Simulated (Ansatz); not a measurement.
**Ti₁₈NO: geometry relaxation (part 1 of 2)**

- system: Ti₁₈NO (slab, 20 atoms in the cell)
- method: DFT PBE, scalar-relativistic, plane waves, PAW, no spin polarisation (Ansatz 0.2.0)

The input holds or restrains some coordinates. Forces given for the steps count only the free coordinates. It belongs to a series of runs on one base structure; here: end point A relaxed. Figures and captions count atoms from 1; the log counts them from 0 in places.

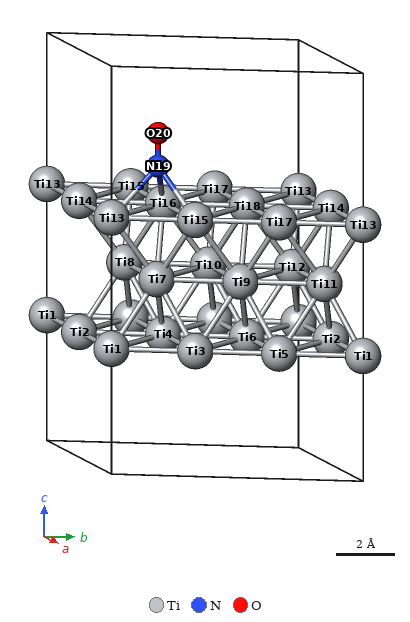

Fig. 1: The starting structure (ball-and-stick view of the cell of the calculation, with the vacuum cut short, seen slightly off an axis; atoms are numbered from 1 in the order of the input). An atom can appear more than once, as a periodic image.

### Key numbers

- outcome: converged under the restraints of the input
- electrons treated: 227
- free energy: −45936.2769 eV
- Fermi energy: 3.396 eV
- final volume: 754.47 Å³
- largest force (length of the vector) at the end, held atoms and coordinates included: 0.269 eV/Å
- hardware: 4 threads of Intel Xeon (Granite Rapids), 32 GiB of memory available, shared host
- wall time: 89 s (CPU time 4.6 min)
- peak memory: 2.2 GiB

The cell holds an odd number of electrons but the run has no spin polarisation, so a band is left half filled.

### Input
```yaml
crystal:
  lattice:
    - [5.9, 0.0, 0.0]
    - [4.425, 7.664325, 0.0]
    - [0.0, 0.0, 16.6846]
  atoms:
    - { symbol: Ti, position: [0.0, 0.0, 0.0599355] }
    - { symbol: Ti, position: [0.5, 0.0, 0.0599355] }
    - { symbol: Ti, position: [0.0, 0.3333333, 0.0599355] }
    - { symbol: Ti, position: [0.5, 0.3333333, 0.0599355] }
    - { symbol: Ti, position: [0.0, 0.6666667, 0.0599355] }
    - { symbol: Ti, position: [0.5, 0.6666667, 0.0599355] }
    - { symbol: Ti, position: [-0.1666667, 0.2222222, 0.2003225] }
    - { symbol: Ti, position: [0.3333333, 0.2222222, 0.2003225] }
    - { symbol: Ti, position: [-0.1666667, 0.5555556, 0.2003225] }
    - { symbol: Ti, position: [0.3333333, 0.5555556, 0.2003225] }
    - { symbol: Ti, position: [-0.1666667, 0.8888889, 0.2003225] }
    - { symbol: Ti, position: [0.3333333, 0.8888889, 0.2003225] }
    - { symbol: Ti, position: [0.0, 0.0, 0.3407094] }
    - { symbol: Ti, position: [0.5, 0.0, 0.3407094] }
    - { symbol: Ti, position: [0.0, 0.3333333, 0.3407094] }
    - { symbol: Ti, position: [0.5, 0.3333333, 0.3407094] }
    - { symbol: Ti, position: [0.0, 0.6666667, 0.3407094] }
    - { symbol: Ti, position: [0.5, 0.6666667, 0.3407094] }
    - { symbol: "N", position: [0.838514, 0.2267014, 0.4425998] }
    - { symbol: O, position: [0.838514, 0.2267014, 0.5133237] }
basis:
  ecutwfc: 420.0
kpoints:
  mp_grid: { grid: [3, 2, 1] }
hamiltonian:
  xc: pbe
scf:
  occupations: { method: gaussian, width: 0.1 }
  lower_state_search: "off"
relax:
  f_tol: 0.03
  max_steps: 60
  adjacent_minimum: "off"
  constraints: [{ sites: [0, 1, 2, 3, 4, 5] }]
```

Run as:
```bash
ansatz run input.yaml --threads 4 --pin off --max-ram 10240MiB --backend cpu --events-out ev --progress --plain --runs-dir out
```

### Output
```
Engine: ansatz 0.2.0, x86_64-unknown-linux-gnu
Pseudopotentials: kind: paw
Pseudopotential: Ti, paw, valence charge 12, recommended cutoff 420 eV (normal), Ti.paw.azcp
Pseudopotential: N, paw, valence charge 5, recommended cutoff 420 eV (normal), N.paw.azcp
Pseudopotential: O, paw, valence charge 6, recommended cutoff 420 eV (normal), O.paw.azcp
Functional definition: PBE
  parameter kappa = 0.804
  parameter beta = 0.06672455060314922
  exchange = pbe_x(kappa = kappa, mu = beta*pi^2/3)
  correlation = pbe_c(beta = beta)
Crystal: 20 atoms, lattice volume = 754.470 Å³
Basis set: ecut = 420 eV, 14713 PW (Γ), exchange–correlation on 80×120×240 points (8 copies of the dense FFT grid, shifted against one another)
Bands: 137, of which v1, the nominal top of the filled ones, is band 114 counted from 1 (113 counted from 0)
Symmetry: 1 space group operations
Space group: P1 (ITA 1), of the structure as read, at distance tolerance 9.1e-5 Å
k-points: 4 of 6 (time reversal used)
Non-local potential: Ti, projectors of the file, l = 0: 3, l = 1: 2, l = 2: 3, l = 3: 1
Non-local potential: N, projectors of the file, l = 0: 2, l = 1: 2, l = 2: 1
Non-local potential: O, projectors of the file, l = 0: 2, l = 1: 2, l = 2: 1
PAW form: soft (Blöchl's): semilocal exchange-correlation on the pseudo side does not see the compensation charge
PAW one-centre angular grid: Ti, 590 points (default); XC on 64 Gauss nodes
PAW one-centre angular grid: N, 110 points (default); XC on 64 Gauss nodes
PAW one-centre angular grid: O, 110 points (default); XC on 64 Gauss nodes
Initial density: superposition of atomic densities (neutral atoms: chi_scale 0, normalization atom), corrected by the library's trained network
Initial wavefunctions: pseudopotential atomic-orbital guess
Functional: x = pbe(κ = 0.804, μ = 0.2195149727645171), c = pbe(β = 0.06672455060314922)
SCF iter   1: F=—  HF=-45933.264726 eV  |F-HF|=—  |Δ(HF+E_count)|=         —  Δρ=1.24e-2  dr2=1.51e1  ethr=1.77e-3  ⟨swp⟩=11.0  Hψ=2704  notcnv=0
preconditioner: auto → LDOS  [metal: Δε(μ)=0.035 eV  Ē_g=2.698 eV  σ=0.100 eV  W_gap=0.19  n_scr=140 (ndim 8)  ℏωp=12.2 eV  f_vac=0.458  D(μ)=38.73/eV (n_scr^D=348)  β→1.0]
SCF iter   2: F=—  HF=-45933.088747 eV  |F-HF|=—  |Δ(HF+E_count)|=   1.76e-1  Δρ=4.69e-3  dr2=9.60e-1  ethr=1.77e-3  ⟨swp⟩=2.0  Hψ=687  notcnv=0  defer=14
SCF iter   3: F=—  HF=-45933.078588 eV  |F-HF|=—  |Δ(HF+E_count)|=   1.02e-2  Δρ=1.29e-3  dr2=4.10e-2  ethr=4.23e-4  ⟨swp⟩=2.0  Hψ=765  notcnv=0  defer=17
SCF iter   4: F=—  HF=-45933.077505 eV  |F-HF|=—  |Δ(HF+E_count)|=   1.08e-3  Δρ=4.17e-4  dr2=3.05e-3  ethr=1.81e-5  ⟨swp⟩=2.0  Hψ=673  notcnv=0  defer=17
SCF iter   5: F=—  HF=-45933.077543 eV  |F-HF|=—  |Δ(HF+E_count)|=   3.83e-5  Δρ=2.38e-4  dr2=9.83e-4  ethr=1.34e-6  ⟨swp⟩=2.0  Hψ=715  notcnv=0  defer=14
SCF iter   6: F=—  HF=-45933.077597 eV  |F-HF|=—  |Δ(HF+E_count)|=   5.36e-5  Δρ=9.16e-5  dr2=1.20e-4  ethr=4.33e-7  ⟨swp⟩=2.0  Hψ=661  notcnv=0  defer=14
SCF iter   7: F=—  HF=-45933.077615 eV  |F-HF|=—  |Δ(HF+E_count)|=   1.88e-5  Δρ=4.31e-5  dr2=3.60e-5  ethr=5.27e-8  ⟨swp⟩=2.0  Hψ=687  notcnv=0  defer=14
SCF iter   8: F=-45933.077614 eV  HF=-45933.077618 eV  |F-HF|=3.46e-6  |Δ(HF+E_count)|=   2.37e-6  Δρ=1.64e-5  dr2=5.92e-6  ethr=9.91e-9  ⟨swp⟩=4.2  Hψ=1462  notcnv=0
SCF 1 converged in 8 iterations: F = -45933.077614 eV  dr2 = 5.92e-6
  greatest PAW one-centre occupation: 0.999 electrons in one spin orbital (limit 2), on the Ti atom at site 9 (counted from 0), in its partial waves of l = 0
relax step   1: F+E_penalty+E_count = -45933.07761419 eV  Δ(F+E_penalty+E_count) = +0.000e0 eV  max|allowed force component| = 4.464e0 eV/Å  Δτ_max = 0.0000 Å  (8 SCF iters, dr2 threshold 2.25e-5 eV, accepted)
Initial density: handed on by an earlier stage of this run
Initial wavefunctions: those handed on with the density
iter 1 solved again at ethr=2.27e-3 eV; its pass at ethr=3.10e-3 eV (dr2=5.16e0 eV) is discarded
SCF iter   1: F=—  HF=-45934.067243 eV  |F-HF|=—  |Δ(HF+E_count)|=         —  Δρ=1.76e-2  dr2=5.15e0  ethr=2.27e-3  ⟨swp⟩=1.0  Hψ=1887  notcnv=0  defer=7
preconditioner: auto → LDOS  [metal: Δε(μ)=0.021 eV  Ē_g=2.748 eV  σ=0.100 eV  W_gap=0.12  n_scr=140 (ndim 8)  ℏωp=12.2 eV  f_vac=0.464  D(μ)=34.14/eV (n_scr^D=288)  β→1.0]
SCF iter   2: F=—  HF=-45934.126626 eV  |F-HF|=—  |Δ(HF+E_count)|=   5.94e-2  Δρ=2.01e-2  dr2=6.04e0  ethr=2.27e-3  ⟨swp⟩=3.0  Hψ=822  notcnv=0  defer=7
SCF iter   3: F=—  HF=-45933.709725 eV  |F-HF|=—  |Δ(HF+E_count)|=   4.17e-1  Δρ=2.21e-3  dr2=9.21e-2  ethr=2.27e-3  ⟨swp⟩=2.0  Hψ=841  notcnv=0  defer=7
SCF iter   4: F=—  HF=-45933.708755 eV  |F-HF|=—  |Δ(HF+E_count)|=   9.70e-4  Δρ=5.87e-4  dr2=5.83e-3  ethr=4.06e-5  ⟨swp⟩=2.0  Hψ=776  notcnv=0  defer=18
SCF iter   5: F=—  HF=-45933.708889 eV  |F-HF|=—  |Δ(HF+E_count)|=   1.34e-4  Δρ=2.25e-4  dr2=5.82e-4  ethr=2.57e-6  ⟨swp⟩=2.0  Hψ=708  notcnv=0  defer=18
SCF iter   6: F=—  HF=-45933.708977 eV  |F-HF|=—  |Δ(HF+E_count)|=   8.80e-5  Δρ=1.30e-4  dr2=2.50e-4  ethr=2.56e-7  ⟨swp⟩=2.0  Hψ=714  notcnv=0  defer=18
SCF iter   7: F=-45933.708975 eV  HF=-45933.708982 eV  |F-HF|=7.17e-6  |Δ(HF+E_count)|=   5.16e-6  Δρ=3.23e-5  dr2=1.65e-5  ethr=4.41e-8  ⟨swp⟩=3.0  Hψ=1830  notcnv=0
SCF 2 converged in 7 iterations: F = -45933.708975 eV  dr2 = 1.65e-5
  greatest PAW one-centre occupation: 0.999 electrons in one spin orbital (limit 2), on the Ti atom at site 11 (counted from 0), in its partial waves of l = 0
relax step   2: F+E_penalty+E_count = -45933.70897463 eV  Δ(F+E_penalty+E_count) = -6.314e-1 eV  max|allowed force component| = 3.442e0 eV/Å  Δτ_max = 0.1943 Å  (7 SCF iters, dr2 threshold 1.00e-4 eV, accepted)
iter 1 solved again at ethr=1.48e-3 eV; its pass at ethr=3.10e-3 eV (dr2=3.36e0 eV) is discarded
SCF iter   1: F=—  HF=-45934.348072 eV  |F-HF|=—  |Δ(HF+E_count)|=         —  Δρ=1.62e-2  dr2=3.35e0  ethr=1.48e-3  ⟨swp⟩=1.0  Hψ=1755  notcnv=0  defer=12
preconditioner: auto → LDOS  [metal: Δε(μ)=0.022 eV  Ē_g=2.727 eV  σ=0.100 eV  W_gap=0.13  n_scr=140 (ndim 8)  ℏωp=12.2 eV  f_vac=0.467  D(μ)=35.77/eV (n_scr^D=326)  β→1.0]
SCF iter   2: F=—  HF=-45934.574457 eV  |F-HF|=—  |Δ(HF+E_count)|=   2.26e-1  Δρ=2.55e-2  dr2=1.03e1  ethr=1.48e-3  ⟨swp⟩=3.0  Hψ=829  notcnv=0  defer=12  recentre
SCF iter   3: F=—  HF=-45934.096491 eV  |F-HF|=—  |Δ(HF+E_count)|=   4.78e-1  Δρ=7.45e-3  dr2=7.45e-1  ethr=1.48e-3  ⟨swp⟩=2.0  Hψ=872  notcnv=0  defer=15
SCF iter   4: F=—  HF=-45934.039991 eV  |F-HF|=—  |Δ(HF+E_count)|=   5.65e-2  Δρ=8.22e-4  dr2=1.31e-2  ethr=3.28e-4  ⟨swp⟩=2.0  Hψ=755  notcnv=0  defer=17
SCF iter   5: F=—  HF=-45934.039033 eV  |F-HF|=—  |Δ(HF+E_count)|=   9.57e-4  Δρ=2.69e-4  dr2=8.42e-4  ethr=5.75e-6  ⟨swp⟩=2.5  Hψ=727  notcnv=0  defer=17
[...]
  greatest PAW one-centre occupation: 0.999 electrons in one spin orbital (limit 2), on the Ti atom at site 6 (counted from 0), in its partial waves of l = 0
relax step   3: F+E_penalty+E_count = -45934.03912021 eV  Δ(F+E_penalty+E_count) = -3.301e-1 eV  max|allowed force component| = 3.266e-1 eV/Å  Δτ_max = 0.1944 Å  (7 SCF iters, dr2 threshold 1.00e-4 eV, accepted)
preconditioner: auto → LDOS  [metal: Δε(μ)=0.054 eV  Ē_g=2.697 eV  σ=0.100 eV  W_gap=0.29  n_scr=140 (ndim 8)  ℏωp=12.2 eV  f_vac=0.477  D(μ)=31.05/eV (n_scr^D=268)  β→1.0]
  greatest PAW one-centre occupation: 0.999 electrons in one spin orbital (limit 2), on the Ti atom at site 10 (counted from 0), in its partial waves of l = 0
relax step   4: F+E_penalty+E_count = -45934.21005209 eV  Δ(F+E_penalty+E_count) = -1.709e-1 eV  max|allowed force component| = 2.584e-1 eV/Å  Δτ_max = 0.2000 Å  (8 SCF iters, dr2 threshold 6.67e-6 eV, accepted)
preconditioner: auto → LDOS  [metal: Δε(μ)=0.009 eV  Ē_g=2.705 eV  σ=0.100 eV  W_gap=0.05  n_scr=140 (ndim 8)  ℏωp=12.2 eV  f_vac=0.477  D(μ)=33.24/eV (n_scr^D=280)  β→1.0]
relax step   5: F+E_penalty+E_count = -45934.28202150 eV  Δ(F+E_penalty+E_count) = -7.197e-2 eV  max|allowed force component| = 4.346e-1 eV/Å  Δτ_max = 0.2000 Å  (7 SCF iters, dr2 threshold 4.17e-6 eV, accepted)
preconditioner: auto → LDOS  [metal: Δε(μ)=0.009 eV  Ē_g=2.710 eV  σ=0.100 eV  W_gap=0.05  n_scr=140 (ndim 8)  ℏωp=12.2 eV  f_vac=0.478  D(μ)=35.10/eV (n_scr^D=318)  β→1.0]
relax step   6: F+E_penalty+E_count = -45934.37749793 eV  Δ(F+E_penalty+E_count) = -9.548e-2 eV  max|allowed force component| = 7.133e-1 eV/Å  Δτ_max = 0.2000 Å  (6 SCF iters, dr2 threshold 1.00e-4 eV, accepted)
preconditioner: auto → LDOS  [metal: Δε(μ)=0.021 eV  Ē_g=2.724 eV  σ=0.100 eV  W_gap=0.12  n_scr=140 (ndim 8)  ℏωp=12.2 eV  f_vac=0.477  D(μ)=37.13/eV (n_scr^D=342)  β→1.0]
relax step   7: F+E_penalty+E_count = -45934.56292291 eV  Δ(F+E_penalty+E_count) = -1.854e-1 eV  max|allowed force component| = 9.402e-1 eV/Å  Δτ_max = 0.1926 Å  (5 SCF iters, dr2 threshold 1.00e-4 eV, accepted)
preconditioner: auto → LDOS  [metal: Δε(μ)=0.014 eV  Ē_g=2.751 eV  σ=0.100 eV  W_gap=0.08  n_scr=140 (ndim 8)  ℏωp=12.2 eV  f_vac=0.476  D(μ)=39.81/eV (n_scr^D=360)  β→1.0]
relax step   8: F+E_penalty+E_count = -45934.94523001 eV  Δ(F+E_penalty+E_count) = -3.823e-1 eV  max|allowed force component| = 2.270e0 eV/Å  Δτ_max = 0.1951 Å  (7 SCF iters, dr2 threshold 1.00e-4 eV, accepted)
preconditioner: auto → LDOS  [metal: Δε(μ)=0.020 eV  Ē_g=2.799 eV  σ=0.100 eV  W_gap=0.11  n_scr=140 (ndim 8)  ℏωp=12.2 eV  f_vac=0.476  D(μ)=39.69/eV (n_scr^D=360)  β→1.0]
relax step   9: F+E_penalty+E_count = -45935.36712150 eV  Δ(F+E_penalty+E_count) = -4.219e-1 eV  max|allowed force component| = 1.859e0 eV/Å  Δτ_max = 0.1952 Å  (7 SCF iters, dr2 threshold 1.00e-4 eV, accepted)
preconditioner: auto → LDOS  [metal: Δε(μ)=0.023 eV  Ē_g=2.850 eV  σ=0.100 eV  W_gap=0.13  n_scr=140 (ndim 8)  ℏωp=12.2 eV  f_vac=0.477  D(μ)=39.24/eV (n_scr^D=356)  β→1.0]
relax step  10: F+E_penalty+E_count = -45935.67026127 eV  Δ(F+E_penalty+E_count) = -3.031e-1 eV  max|allowed force component| = 9.564e-1 eV/Å  Δτ_max = 0.1966 Å  (6 SCF iters, dr2 threshold 1.00e-4 eV, accepted)
preconditioner: auto → LDOS  [metal: Δε(μ)=0.018 eV  Ē_g=2.861 eV  σ=0.100 eV  W_gap=0.10  n_scr=140 (ndim 8)  ℏωp=12.2 eV  f_vac=0.478  D(μ)=37.69/eV (n_scr^D=342)  β→1.0]
relax step  11: F+E_penalty+E_count = -45935.86230806 eV  Δ(F+E_penalty+E_count) = -1.920e-1 eV  max|allowed force component| = 6.999e-1 eV/Å  Δτ_max = 0.1949 Å  (6 SCF iters, dr2 threshold 1.00e-4 eV, accepted)
preconditioner: auto → LDOS  [metal: Δε(μ)=0.017 eV  Ē_g=2.894 eV  σ=0.100 eV  W_gap=0.10  n_scr=140 (ndim 8)  ℏωp=12.2 eV  f_vac=0.480  D(μ)=36.67/eV (n_scr^D=330)  β→1.0]
relax step  12: F+E_penalty+E_count = -45935.99909644 eV  Δ(F+E_penalty+E_count) = -1.368e-1 eV  max|allowed force component| = 3.161e-1 eV/Å  Δτ_max = 0.1950 Å  (6 SCF iters, dr2 threshold 1.00e-4 eV, accepted)
preconditioner: auto → LDOS  [metal: Δε(μ)=0.016 eV  Ē_g=2.898 eV  σ=0.100 eV  W_gap=0.09  n_scr=140 (ndim 8)  ℏωp=12.2 eV  f_vac=0.482  D(μ)=35.91/eV (n_scr^D=326)  β→1.0]
relax step  13: F+E_penalty+E_count = -45936.12922272 eV  Δ(F+E_penalty+E_count) = -1.301e-1 eV  max|allowed force component| = 3.077e-1 eV/Å  Δτ_max = 0.1982 Å  (7 SCF iters, dr2 threshold 2.04e-5 eV, accepted)
preconditioner: auto → LDOS  [metal: Δε(μ)=0.025 eV  Ē_g=2.945 eV  σ=0.100 eV  W_gap=0.14  n_scr=140 (ndim 8)  ℏωp=12.2 eV  f_vac=0.483  D(μ)=35.88/eV (n_scr^D=326)  β→1.0]
relax step  14: F+E_penalty+E_count = -45936.24133642 eV  Δ(F+E_penalty+E_count) = -1.121e-1 eV  max|allowed force component| = 2.929e-1 eV/Å  Δτ_max = 0.1951 Å  (8 SCF iters, dr2 threshold 1.93e-5 eV, accepted)
preconditioner: auto → LDOS  [metal: Δε(μ)=0.011 eV  Ē_g=2.957 eV  σ=0.100 eV  W_gap=0.06  n_scr=140 (ndim 8)  ℏωp=12.2 eV  f_vac=0.484  D(μ)=37.33/eV (n_scr^D=342)  β→1.0]
  greatest PAW one-centre occupation: 0.999 electrons in one spin orbital (limit 2), on the Ti atom at site 8 (counted from 0), in its partial waves of l = 0
relax step  15: F+E_penalty+E_count = -45936.26342849 eV  Δ(F+E_penalty+E_count) = -2.209e-2 eV  max|allowed force component| = 2.361e-1 eV/Å  Δτ_max = 0.1856 Å  (7 SCF iters, dr2 threshold 7.78e-5 eV, accepted)
preconditioner: auto → LDOS  [metal: Δε(μ)=0.024 eV  Ē_g=2.932 eV  σ=0.100 eV  W_gap=0.13  n_scr=140 (ndim 8)  ℏωp=12.2 eV  f_vac=0.483  D(μ)=37.47/eV (n_scr^D=342)  β→1.0]
relax step  16: F+E_penalty+E_count = -45936.27510089 eV  Δ(F+E_penalty+E_count) = -1.167e-2 eV  max|allowed force component| = 6.463e-2 eV/Å  Δτ_max = 0.0423 Å  (6 SCF iters, dr2 threshold 3.62e-5 eV, accepted)
preconditioner: auto → LDOS  [metal: Δε(μ)=0.018 eV  Ē_g=2.929 eV  σ=0.100 eV  W_gap=0.10  n_scr=140 (ndim 8)  ℏωp=12.2 eV  f_vac=0.483  D(μ)=37.09/eV (n_scr^D=342)  β→1.0]
relax step  17: F+E_penalty+E_count = -45936.27564039 eV  Δ(F+E_penalty+E_count) = -5.395e-4 eV  max|allowed force component| = 5.300e-2 eV/Å  Δτ_max = 0.0369 Å  (9 SCF iters, accepted)
preconditioner: auto → LDOS  [metal: Δε(μ)=0.021 eV  Ē_g=2.926 eV  σ=0.100 eV  W_gap=0.12  n_scr=140 (ndim 8)  ℏωp=12.2 eV  f_vac=0.483  D(μ)=37.56/eV (n_scr^D=342)  β→1.0]
relax step  18: F+E_penalty+E_count = -45936.27691532 eV  Δ(F+E_penalty+E_count) = -1.275e-3 eV  max|allowed force component| = 2.450e-2 eV/Å  Δτ_max = 0.0105 Å  (8 SCF iters, accepted)
```

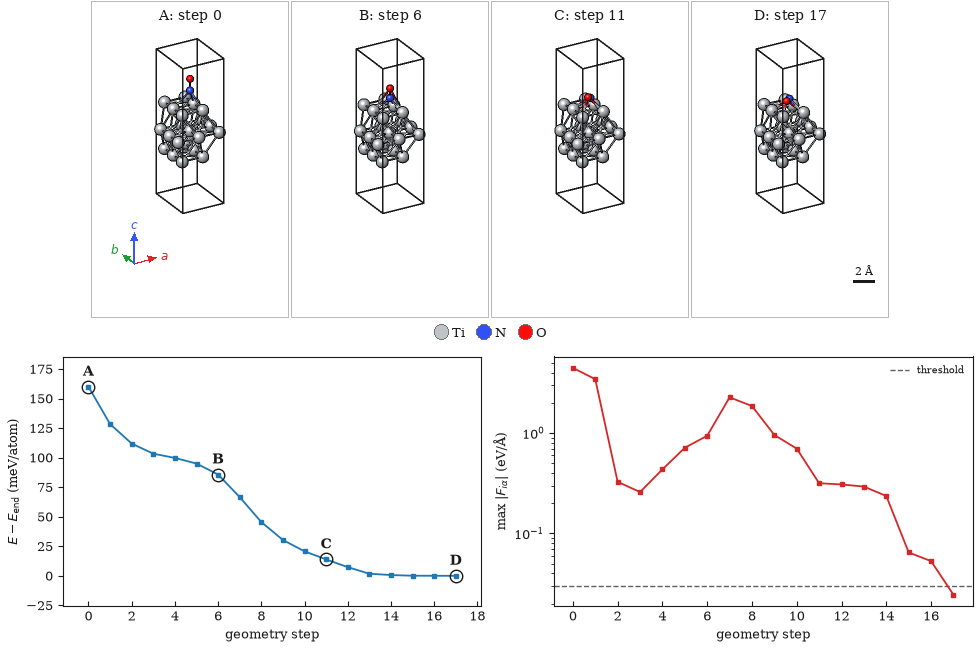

Fig. 2: Frames of the restrained relaxation (ball-and-stick view of the cell of the calculation, with the vacuum cut short (origin shifted), seen slightly off an axis) above the curves, on which the letters mark them (the first geometry is step 0 here and step 1 in the log).

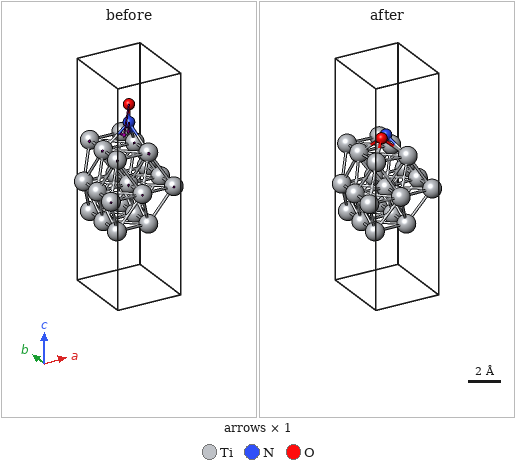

Fig. 3: Before (left) and after (right) the restrained relaxation, at one scale (ball-and-stick view of the cell of the calculation, with the vacuum cut short (origin shifted), seen slightly off an axis). The pink arrows give the displacements, at true length. After 17 geometry steps the energy has fallen by 160 meV per atom. The largest force component goes from 4.5 to 0.025 eV/Å. The largest move is that of O20, 2.46 Å. Largest moves by element: O 2.46 Å, N 0.81 Å, Ti 0.27 Å. The cell stays as it was. Among the contacts that change: Ti14–O20 4.507 → 2.096 Å, Ti16–O20 3.360 → 2.109 Å, Ti13–O20 3.364 → 2.119 Å, Ti15–N19 2.364 → 1.953 Å. New bonds form: Ti13–O20 (3.36 → 2.12 Å), Ti14–O20 (4.51 → 2.10 Å), Ti16–O20 (3.36 → 2.11 Å). Among the angles that change: Ti16–N19–O20 134.5° → 71.1°, Ti13–N19–O20 134.4° → 71.8°, Ti13–N19–Ti16 74.8° → 99.7°. (Atoms are counted from 1 in the order of the input.)

```
NSCF: frozen V_eff on 4 k-points
the band table was solved once a step of the walk had ended and its energy, with any forces and stress, was formed, with the checks that follow a solve (2774 applications of the Hamiltonian). They found nothing against the state; the energy, forces and stress were not computed again (output.eigenvalues in the input reference)
Free energy (F): -45936.276915 eV
Harris-Foulkes:  -45936.276915 eV  (|F-HF|=5.95e-9)
Internal energy: -45936.089918 eV  (E = F + TS)
E sigma→0 (E₀):  -45936.183417 eV
Entropy (-TS):   -0.186997 eV (-9.350 meV/atom)
Fermi energy:    3.396333 eV
--- Per-component energies (eV) ---
  E_band       = -5065.182931
  E_kinetic    = 5198.728074
  E_local      = -115824.814552  (includes V_loc(G=0)·N_el)
  E_nonlocal   = 249.586268
  E_hartree    = 55398.588435
[...]
  E_xc         = -1876.883860
  E_vxc        = -2349.920103  (∫ρ·V_xc dr)
  E_paw        = -19144.798909  (= ΣΔE_a)
  E_vpaw       = -3135.932625  (= ΣTr[D̂ρ^β])
  E_aug_tail   = 0.004616  (compensation charges beyond the density's cutoff)
  E_ewald      = 30063.500011
  E_smearing   = -0.186997  (= −TS)
  E_closure    = 0.000000  (closes the sum)
  Σ components = -45936.276915   (vs F -45936.276915, Δ=0.00e0)
```
